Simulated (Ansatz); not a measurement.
# C2H6Ge···H2O: what the fields show

Input file:

```
crystal:
  periodic: [false, false, false]
  atoms:
    - { symbol: Ge, position_ang: [0.0, 0.0, 0.0] }
    - { symbol: H, position_ang: [0.9237, 0.0, 1.4863] }
    - { symbol: O, position_ang: [1.9022, 0.0, 0.5126] }
    - { symbol: H, position_ang: [2.2186, -0.9521, 0.3959] }
    - { symbol: C, position_ang: [-0.9232, 1.5994, -0.6527] }
    - { symbol: H, position_ang: [-1.9758, 1.3458, -0.8971] }
    - { symbol: H, position_ang: [-0.9048, 2.384, 0.1322] }
    - { symbol: H, position_ang: [-0.4128, 1.976, -1.5636] }
    - { symbol: C, position_ang: [-0.9232, -1.5994, -0.6527] }
    - { symbol: H, position_ang: [-1.4228, -2.1111, 0.1962] }
    - { symbol: H, position_ang: [-1.6833, -1.3066, -1.4068] }
    - { symbol: H, position_ang: [-0.1873, -2.288, -1.1178] }
basis:
  gaussian: { orbitals: def2-SVP }
hamiltonian:
  xc: pbe
relax:
  f_tol: 0.15
  max_steps: 25
  restrain:
    - { distance: [1, 2], at: 1.01, k: 30.0 }
    - { distance: [0, 1], at: 2.75, k: 30.0 }
    - { distance: [0, 2], at: 2.97, k: 30.0 }
output:
  orbitals: {}
```

Command:

```sh
ansatz run input.yaml --threads 4 --pin off --max-ram 5120MiB --backend cpu --events-out ev --progress --plain --runs-dir out
```

The fields are those of the run's last geometry, not of the input's.

Not at a stationary point (largest force 0.8 eV/Å).

Level of theory: Ansatz, RKS PBE/def2-SVP.

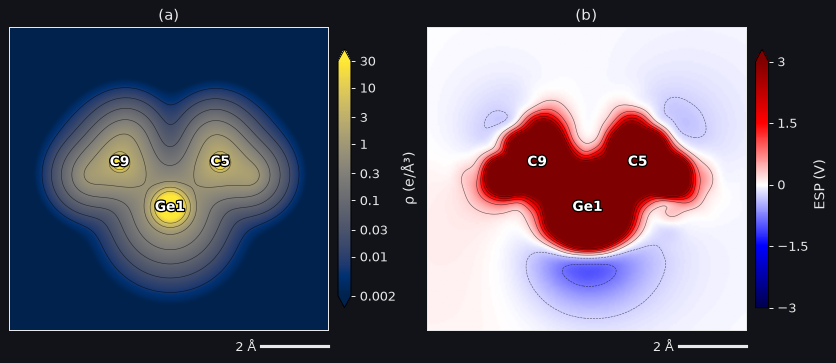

Figure 1. (a) total electron density; (b) electrostatic potential on the plane of atoms C5, Ge1 and C9.

What does the map show?

Answer. The plane passes through Ge and C nuclei. C–Ge (2.01 Å): the density is about 0.8 e/Å³ at the midpoint. Outside the dense part of the complex the potential is most negative (−1.0 V) near Ge1.

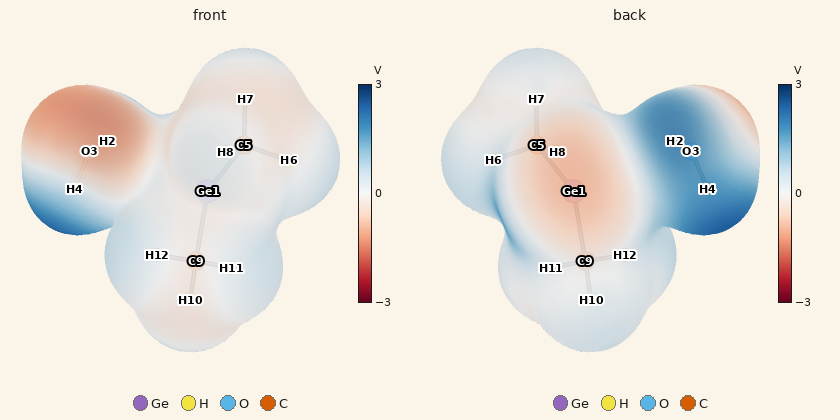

Figure 2. The molecular electrostatic potential painted on the density surface at 0.002 e/bohr³, seen from the front and from behind; red is negative and blue positive.

Which sites attract a positive test charge, and which a negative one?

Answer. A positive charge is drawn to the negative regions and a negative charge to the positive ones. The most negative region (about −1.3 V) lies over O3, the most positive (about +2.4 V) over H4. O3 is the likeliest acceptor of a hydrogen bond.

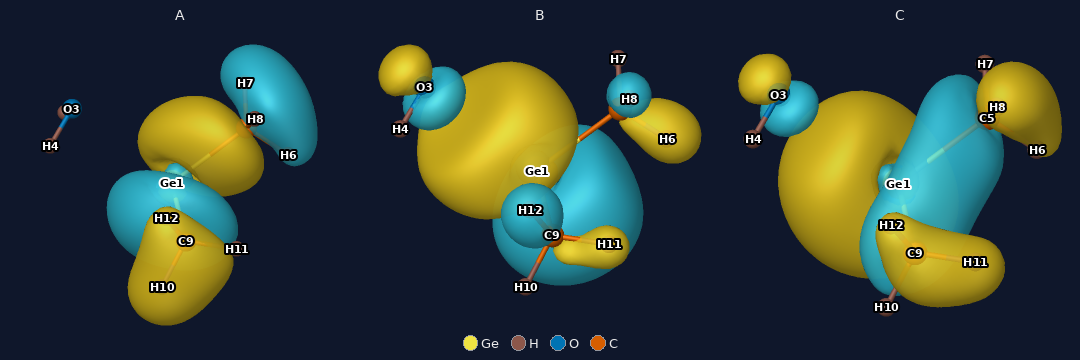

Figure 3. Three frontier orbitals at ±0.08 Å⁻³ᐟ² (yellow and cyan are the two phases), in no order.

Order the three orbitals by energy and name them.

Answer. A is the HOMO−1 (−6.54 eV). It lies mainly on Ge1 (about 30 %), C9 (about 25 %) and C5 (about 25 %). C is the HOMO (−4.81 eV). By Hirshfeld shares it lies mainly on Ge1 (about 60 %), C5 (about 15 %) and C9 (about 10 %). B is the LUMO (−2.47 eV). By Hirshfeld shares it lies mainly on Ge1 (about 70 %) and O3 (about 5 %).

What is the HOMO–LUMO gap?

Answer. 2.34 eV between the orbital energies.
